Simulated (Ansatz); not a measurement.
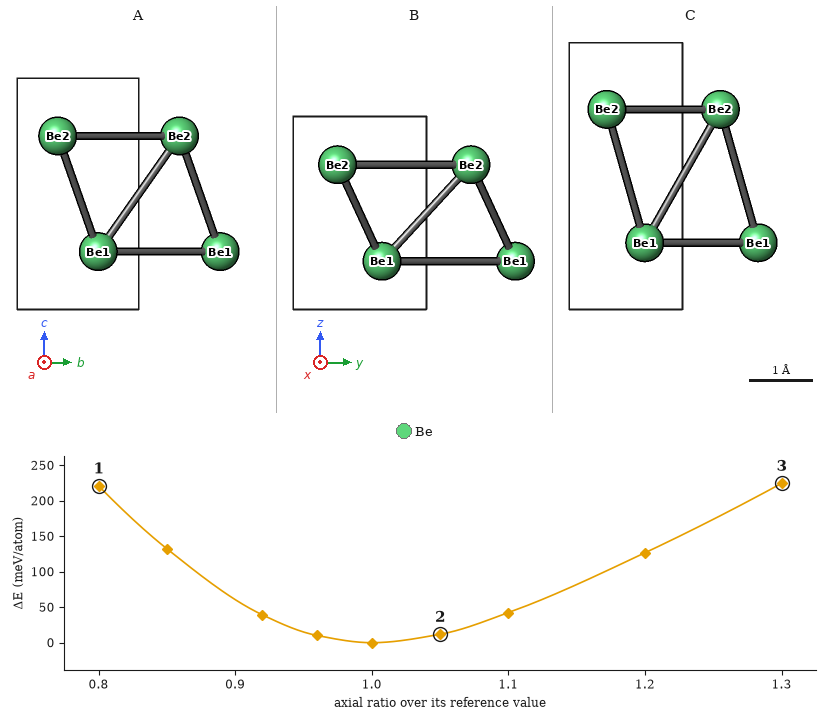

Energy scan for a crystal of Be (P6_3/mmc), in which the ratio of the cell's length along z to its lengths across, counted as 1 for the reference, is changed at fixed volume (a c/a path), with the atoms kept at their fractional coordinates. x, y and z are the Cartesian axes of the input. The frames are shuffled; the numbered points of the plot belong to them. The picture is a ball-and-stick view of the cell of the calculation, repeated 2 × 2 × 1 with one cell outlined, seen along the a axis.

Computed with Ansatz, DFT PBEsol, scalar-relativistic, plane waves, PAW. Settings: plane-wave cutoff 420 eV; k-point mesh 27 × 27 × 14; occupations gaussian; smearing width 0.15 eV; no spin polarisation. Energies (free energies at the smearing named) are counted from the cell as listed in its source, which wasn't relaxed.

> Match the frames to the points.

Point 1 is frame B (the relative ratio 0.80, 221.0 meV/atom); 2 is frame A (the relative ratio 1.05, 11.9 meV/atom); 3 is frame C (the relative ratio 1.30, 224.6 meV/atom). The lowest computed point lies at the relative ratio 1.00 (0.0 meV/atom). The unrelaxed reference is under a pressure of −5.7 GPa. The distortion keeps the space group P6_3/mmc. At the relative ratio 1.30 the cell of the drawing goes a 2.300 → 2.107 Å, b 2.300 → 2.107 Å, c 3.601 → 4.289 Å.
